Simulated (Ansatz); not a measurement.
**A computed series for Os: pressure series**

The reference is Os in the hcp (Mg type) structure (space group P6_3/mmc, No. 194; a = 2.755 Å, c = 4.344 Å).

Cell and atoms are relaxed at each pressure.

All numbers come from Kohn–Sham DFT with the PBE functional, run in Ansatz (a first-principles code) with PAW and 420 eV plane waves, no SOC.

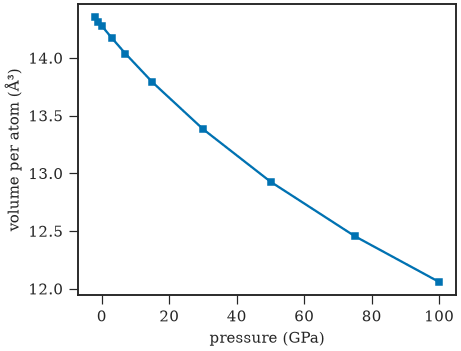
Figure: Volume per atom against pressure

```
pressure (GPa)  volume per atom
--------------  ---------------
-2                     14.35 Å³
-1                     14.31 Å³
3                      14.17 Å³
7                      14.04 Å³
15                     13.79 Å³
30                     13.38 Å³
50                     12.93 Å³
75                     12.45 Å³
100                    12.06 Å³
```

Load acts through the strain it causes; cell and atoms are relaxed under it. Whether these cells are dynamically stable was not tested. No other phases were tried under pressure. The final runs are not spin-polarised.
